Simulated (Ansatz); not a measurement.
**Fields on a plane of KMgF3 (cubic perovskite)**

```
KMgF3
1.0
    4.05427     0.00000     0.00000
    0.00000     4.05427     0.00000
    0.00000     0.00000     4.05427
K Mg F
1 1 3
Direct
  0.50000   0.50000   0.50000
  0.00000   0.00000   0.00000
  0.00000   0.50000   0.00000
  0.50000   0.00000   0.00000
  0.00000   0.00000   0.50000
```

The slice is a {100} plane (indices of the conventional cell) through the point (0.000, 0.000, 0.500) (fractional), spanned by u = [100] and v = [010] in vectors of this cell: u (4.05 Å) and v (4.05 Å, at 90° to u). It covers one period; positions are fractions (u, v).

Atoms on it: K at (0.50, 0.50); F at (0.00, 0.00).

The numbers are results of PBE (plane waves to 420 eV, PAW, scalar-relativistic; Ansatz, an electronic-structure program), not measurements. k mesh 8×8×8. These are valence fields of a PAW run, semicore shells included where kept as valence: close to a nucleus they are smooth pseudo fields. KMgF3 was relaxed with its symmetry unable to fall.

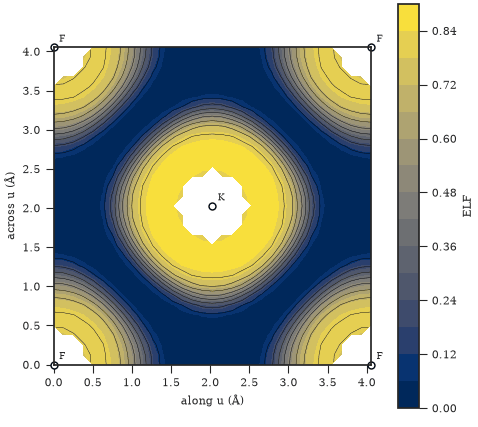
Figure: Electron localisation function (ELF), one period of the plane, atoms marked. Points within 0.4 Å of a nucleus are left white, as the pseudised field means little there.

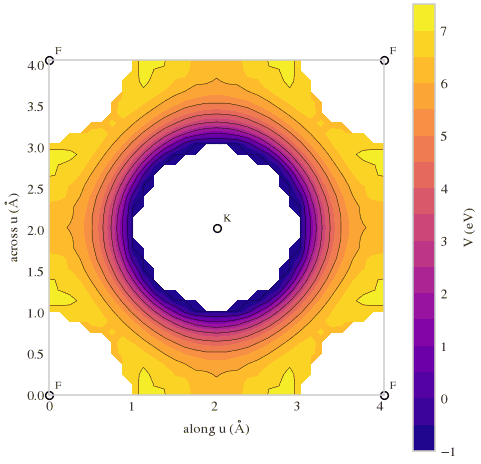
Electrostatic potential energy of an electron, from the cell's mean, in eV, one period of the plane, atoms marked. Points within 0.9 Å of a nucleus are left white, as the pseudised field means little there. Values under -1 eV are set to -1. The zero, the cell's mean, hangs on the PAW cores.
